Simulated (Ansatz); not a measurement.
# wB97X/aug-cc-pVTZ run of CF+ (SMILES [C+]F)

What is the vertical ionisation energy of CF+ at wB97X/aug-cc-pVTZ? 

Program for the calculation: Ansatz 0.2.0.

2 further runs of the same task are left out: 2 set aside as unsound or not needed.

**1. The system as given**

The species is CF+ (2 atoms), meant as a singlet with charge +1. SMILES: `[C+]F`. Geometry: relaxed at PBE0-D4/def2-TZVP.

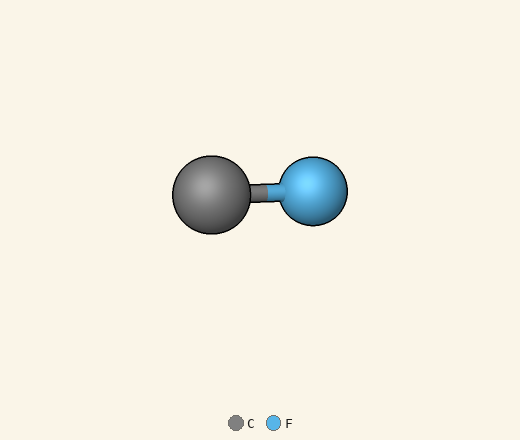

Viewed from a chosen angle; carbon grey, fluorine blue.

**2. The energy at wB97X/aug-cc-pVTZ**

job.yaml

```yaml
crystal:
  periodic: [false, false, false]
  atoms:
    - symbol: C
      position_ang: [0.492270, -0.160830, 0.253170]
    - symbol: F
      position_ang: [-0.492270, 0.160830, -0.253170]
basis:
  gaussian: {orbitals: aug-cc-pVTZ}
total_charge: 1
hamiltonian: {xc: {name: wB97X}}
accuracy: high
output: {orbitals: {seedname: orbitals}}
```

On the command line:

```
$ ansatz run job.yaml --threads 1 --pin off --max-ram 3480MiB --events-out events.jsonl --progress --plain --runs-dir runs
```

Log:

```text
Warning: RAYON_NUM_THREADS=1 ignored (pool sized by the plan → 1); use --threads N
Functional definition: wB97X
  name "wB97X"
  parameter omega = 0.3/bohr
  parameter cx = 0.157706
  parameter cx1 = 0.726479
  parameter cx2 = 1.04760
  parameter cx3 = -5.70635
  parameter cx4 = 13.2794
  parameter css1 = -4.33879
  parameter css2 = 18.2308
  parameter css3 = -31.7430
  parameter css4 = 17.2901
  parameter cos1 = 2.37031
  parameter cos2 = -11.3995
  parameter cos3 = 6.58405
  parameter cos4 = -3.78132
  exchange = spin_sum(e_x_unif_sr(omega)*poly(b97_u_x, 1 - cx, cx1, cx2, cx3, cx4)) + cx*exact_x_sr(omega)
      + exact_x_lr(omega)
  correlation = spin_sum(e_c_pw_same_spin*poly(b97_u_same, 1, css1, css2, css3, css4))
      + integral(e_c_pw_opposite_spin*poly(b97_u_opposite, 1, cos1, cos2, cos3, cos4))
1257 factors; integrals over basis functions are off by at most 3.3e-9 eV
254 factors; integrals over basis functions are off by at most 1.4e-9 eV
mean field evaluation 1: about -3733.2208 eV, gradient 7.7e1 eV
mean field evaluation 2: about -3721.7605 eV, gradient 1.2e2 eV
mean field evaluation 4: about -3740.5088 eV, gradient 9.4e-1 eV
mean field evaluation 8: about -3740.5104 eV, gradient 5.1e-2 eV
mean field evaluation 16: about -3740.5104 eV, gradient 1.8e-6 eV
mean field -3740.51041171 eV, -137.4612222213 hartree, gradient 9.5e-8 eV, S^2 0.000000; 0 other end points of the search recorded, 0 dependent functions left out
reference -3740.51040915 eV, -137.4612221272 hartree; 7, 7 occupied and 85, 85 virtual orbitals, 1257 factors
Total energy: -3740.51040915 eV, -137.4612221272 hartree
```

Run time: 5.4 s. Hardware: 1 thread of Arm Neoverse V2, shared host; peak memory 0.23 GiB.

**3. Doublet [CF]2+**

input.yaml

```yaml
crystal:
  periodic: [false, false, false]
  atoms:
    - symbol: C
      position_ang: [0.492270, -0.160830, 0.253170]
    - symbol: F
      position_ang: [-0.492270, 0.160830, -0.253170]
basis:
  gaussian:
    orbitals: aug-cc-pVTZ
output:
  orbitals: {seedname: orbitals}
accuracy: high
total_charge: 2
magnetization:
  spin_polarized: true
  initial_magnetization: 1
hamiltonian:
  xc: {name: wB97X}
```

On the command line:

```
$ ansatz run input.yaml --threads 1 --pin off --max-ram 3480MiB --events-out events.jsonl --progress --plain --runs-dir runs
```

Log:

```text
Warning: RAYON_NUM_THREADS=1 ignored (pool sized by the plan → 1); use --threads N
Functional definition: wB97X
  name "wB97X"
  parameter omega = 0.3/bohr
  parameter cx = 0.157706
  parameter cx1 = 0.726479
  parameter cx2 = 1.04760
  parameter cx3 = -5.70635
  parameter cx4 = 13.2794
  parameter css1 = -4.33879
  parameter css2 = 18.2308
  parameter css3 = -31.7430
  parameter css4 = 17.2901
  parameter cos1 = 2.37031
  parameter cos2 = -11.3995
  parameter cos3 = 6.58405
  parameter cos4 = -3.78132
  exchange = spin_sum(e_x_unif_sr(omega)*poly(b97_u_x, 1 - cx, cx1, cx2, cx3, cx4)) + cx*exact_x_sr(omega)
      + exact_x_lr(omega)
  correlation = spin_sum(e_c_pw_same_spin*poly(b97_u_same, 1, css1, css2, css3, css4))
      + integral(e_c_pw_opposite_spin*poly(b97_u_opposite, 1, cos1, cos2, cos3, cos4))
1257 factors; integrals over basis functions are off by at most 3.3e-9 eV
254 factors; integrals over basis functions are off by at most 1.4e-9 eV
mean field evaluation 1: about -3691.1051 eV, gradient 9.4e1 eV
mean field evaluation 2: about -3583.2837 eV, gradient 1.9e2 eV
mean field evaluation 4: about -3714.6554 eV, gradient 2.2e0 eV
mean field evaluation 8: about -3714.6841 eV, gradient 1.3e-1 eV
mean field evaluation 16: about -3714.6846 eV, gradient 1.7e-5 eV
mean field -3714.68463616 eV, -136.5121424754 hartree, gradient 3.5e-8 eV, S^2 0.764220; 0 other end points of the search recorded, 0 dependent functions left out
reference -3714.68463422 eV, -136.5121424041 hartree; 7, 6 occupied and 85, 86 virtual orbitals, 1257 factors
Total energy: -3714.68463422 eV, -136.5121424041 hartree
```

Run time: 9 s. Hardware: 1 thread of Arm Neoverse V2, shared host; peak memory 0.33 GiB.

**4. Summary of results**

At wB97X/aug-cc-pVTZ:

```
                                            quantity          value
                           singlet CF+: total energy  -137.46122 Eh
                            singlet CF+: HOMO energy      -24.59 eV
                            singlet CF+: LUMO energy       -9.77 eV
                          singlet CF+: HOMO–LUMO gap       14.83 eV
                        doublet [CF]2+: total energy  -136.51214 Eh
  doublet [CF]2+: HOMO energy (highest over α and β)      -39.56 eV
   doublet [CF]2+: LUMO energy (lowest over α and β)      -27.49 eV
                                doublet [CF]2+: ⟨S²⟩          0.764
vertical ionisation energy (to the doublet dication)      25.826 eV
```

In words: Removing an electron at fixed nuclei costs 25.83 eV (596 kcal/mol). The negative HOMO energy of the first species, 24.59 eV, lies 1.23 eV below that difference.
